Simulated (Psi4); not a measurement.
# AlCl2F (SMILES [F][Al]([Cl])[Cl]) at B2PLYP/cc-pVDZ (density fitting, density fitting for correlation, sweep point 1)

What is the energy change on altering one bond length of AlCl2F at B2PLYP/cc-pVDZ (density fitting, density fitting for correlation, sweep point 1)? 

Program for the calculation: Psi4 1.11.

### Step 1. The system as given

The species is AlCl2F (4 atoms), meant as a singlet with charge 0. As SMILES, `[F][Al]([Cl])[Cl]`. The shape is that of a PBE0-D4/def2-TZVP optimisation.

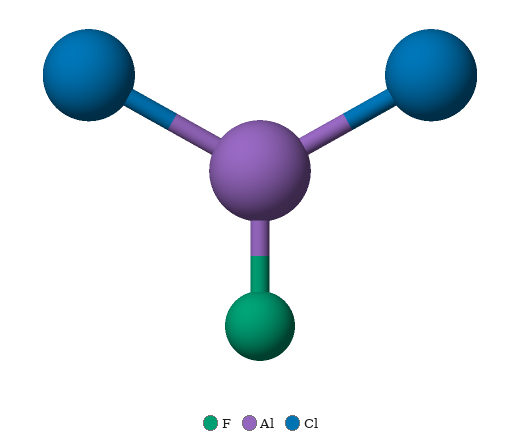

The structure, seen from a chosen angle (fluorine teal, aluminium purple, chlorine blue).

### Step 2. A single-point energy at B2PLYP/cc-pVDZ (density fitting, density fitting for correlation, sweep point 1)

Input file job.dat:

```
memory 1.6 GB

molecule mol {
  0 1
  F      0.087420     0.388220     1.682350
  Al     0.004800     0.021530     0.093600
  Cl     1.223040    -1.463690    -0.663450
  Cl    -1.315270     1.053930    -1.112510
  symmetry c1
}

set globals {
  basis cc-pVDZ
  reference rks
  puream true
  scf_type df
  dft_radial_points 99
  dft_spherical_points 590
  num_frozen_docc 16
}

energy('b2plyp')
```

Command:

```sh
$ psi4 -i job.dat -o job.out -n 1
```

job.out:

```text
[...]
  Running in c1 symmetry.
[...]
  Nuclear repulsion =  244.295361750994289
[...]
  Multiplicity = 1
[...]
  Nalpha       = 28
  Nbeta        = 28
[...]
    Number of basis functions: 68
[...]
   @DF-RKS iter   1: -1262.15988933343465   -4.59512e-01   6.79518e-03 ADIIS/DIIS
[...]
   @DF-RKS iter   7: -1262.24496516893487   -8.44775e-08   8.11975e-07 DIIS
[...]
    Orbital Energies [Eh]
    ---------------------
    Doubly Occupied:
       1A   -102.930243     2A   -102.930242     3A    -57.180185
       4A    -25.358095     5A     -9.929447     6A     -9.929435
       7A     -7.566906     8A     -7.566904     9A     -7.563429
      10A     -7.563428    11A     -7.562861    12A     -7.562860
      13A     -4.558162    14A     -3.013950    15A     -3.011970
      16A     -3.011589    17A     -1.339630    18A     -0.957234
      19A     -0.945386    20A     -0.578869    21A     -0.525127
      22A     -0.521239    23A     -0.500873    24A     -0.455029
      25A     -0.422383    26A     -0.419405    27A     -0.407160
      28A     -0.397129
[...]
  @DF-RKS Final Energy: -1262.24496516893487
   => Energetics <=
    Nuclear Repulsion Energy =            244.2953617509942887
    One-Electron Energy =               -2234.4388736652736043
    Two-Electron Energy =                 768.8209643666318698
    DFT Exchange-Correlation Energy =     -40.9224176212876145
    Empirical Dispersion Energy =           0.0000000000000000
    VV10 Nonlocal Energy =                  0.0000000000000000
    Total Energy =                      -1262.2449651689350958
[...]
 Multipole Moments:
 ------------------------------------------------------------------------------------
     Multipole            Electronic (a.u.)      Nuclear  (a.u.)        Total (a.u.)
 ------------------------------------------------------------------------------------
 L = 1.  Multiply by 2.5417464519 to convert [e a0] to [Debye]
 Dipole X            :          0.0372586           -0.0483080           -0.0110494
 Dipole Y            :          0.1660693           -0.2145795           -0.0485102
 Dipole Z            :          0.7206020           -0.9299528           -0.2093508
 Magnitude           :                                                    0.2151815
[...]
```

Wall time 8.4 s (1 thread of Intel Xeon at 2.70GHz, shared host); peak memory 0.62 GiB.

### Step 3. The distorted shape, same level

Input file alcl2f.dat:

```
memory 1.6 GB

molecule m {
  0 1
  F      0.103942     0.461551     2.000069
  Al     0.004800     0.021530     0.093600
  Cl     1.223040    -1.463690    -0.663450
  Cl    -1.315270     1.053930    -1.112510
  symmetry c1
}

set {
  basis cc-pVDZ
  puream true
  scf_type df
  dft_radial_points 99
  dft_spherical_points 590
  num_frozen_docc 16
}

e, wfn = energy("b2plyp", return_wfn=True)
```

Command:

```sh
$ psi4 -n 1 alcl2f.dat alcl2f.out
```

alcl2f.out:

```text
[...]
  Running in c1 symmetry.
[...]
  Nuclear repulsion =  233.969450073722243
[...]
  Multiplicity = 1
[...]
  Nalpha       = 28
  Nbeta        = 28
[...]
    Number of basis functions: 68
[...]
   @DF-RKS iter   1: -1262.11637557421636   -5.64804e-01   7.04358e-03 DIIS/ADIIS
[...]
   @DF-RKS iter   8: -1262.21435670826941   -2.02429e-08   3.31644e-07 DIIS
[...]
    Orbital Energies [Eh]
    ---------------------
    Doubly Occupied:
       1A   -102.942196     2A   -102.942195     3A    -57.209770
       4A    -25.313795     5A     -9.941191     6A     -9.941179
       7A     -7.578755     8A     -7.578753     9A     -7.575092
      10A     -7.575091    11A     -7.574529    12A     -7.574528
      13A     -4.578910    14A     -3.035762    15A     -3.033340
      16A     -3.031046    17A     -1.256479    18A     -0.968001
      19A     -0.955874    20A     -0.540510    21A     -0.477432
      22A     -0.477277    23A     -0.453684    24A     -0.445960
      25A     -0.430683    26A     -0.426547    27A     -0.416818
      28A     -0.406343
[...]
  @DF-RKS Final Energy: -1262.21435670826941
   => Energetics <=
    Nuclear Repulsion Energy =            233.9694500737222427
    One-Electron Energy =               -2213.8072120176484532
    Two-Electron Energy =                 758.5075045539189205
    DFT Exchange-Correlation Energy =     -40.8840993182624217
    Empirical Dispersion Energy =           0.0000000000000000
    VV10 Nonlocal Energy =                  0.0000000000000000
    Total Energy =                      -1262.2143567082696336
[...]
 Multipole Moments:
 ------------------------------------------------------------------------------------
     Multipole            Electronic (a.u.)      Nuclear  (a.u.)        Total (a.u.)
 ------------------------------------------------------------------------------------
 L = 1.  Multiply by 2.5417464519 to convert [e a0] to [Debye]
 Dipole X            :          0.0182613           -0.0538705           -0.0356092
 Dipole Y            :          0.0817174           -0.2392679           -0.1575506
 Dipole Z            :          0.3550780           -1.0369197           -0.6818417
 Magnitude           :                                                    0.7007127
[...]
```

It took 9.6 s on 1 thread of Intel Xeon at 2.70GHz, shared host; peak memory 0.61 GiB.

### Step 4. Summary of results

Level: B2PLYP/cc-pVDZ (density fitting, density fitting for correlation, sweep point 1), 16 core orbitals frozen.

| quantity | value |
| --- | --- |
| first shape: total energy | -1262.41115 Eh |
| first shape: HOMO energy (SCF part's orbitals) | -10.81 eV |
| first shape: LUMO energy (SCF part's orbitals) | -0.12 eV |
| first shape: HOMO–LUMO gap (SCF part's orbitals) | 10.69 eV |
| distorted shape: total energy | -1262.38428 Eh |
| distorted shape: HOMO energy (SCF part's orbitals) | -11.06 eV |
| distorted shape: LUMO energy (SCF part's orbitals) | -0.79 eV |
| distorted shape: HOMO–LUMO gap (SCF part's orbitals) | 10.27 eV |
| energy change with the F1–Al2 bond stretched from 1.633 to 1.959 Å | 0.731 eV |

**Reading.** With the F1–Al2 bond stretched from 1.633 to 1.959 Å the energy rises by 0.73 eV (16.9 kcal/mol). The first shape isn't relaxed at this level, so the change isn't measured from a minimum.
